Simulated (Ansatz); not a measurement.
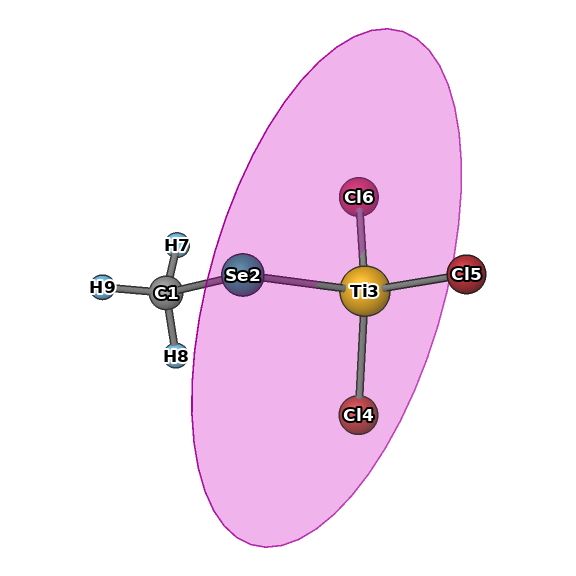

A disc through the centre of mass is drawn in. Depth is shown by fading: the farther an atom, the more it takes the colour of the background. The species is neutral and a spin singlet. The geometry was computed by an optimisation with PBE-D4/def2-SVP. No frequency run is at hand to confirm it as a minimum.

Is the plane of the disc a mirror plane of the structure?

No. The point group is Cs, with 1 mirror plane, and this plane isn't one of its mirror planes.
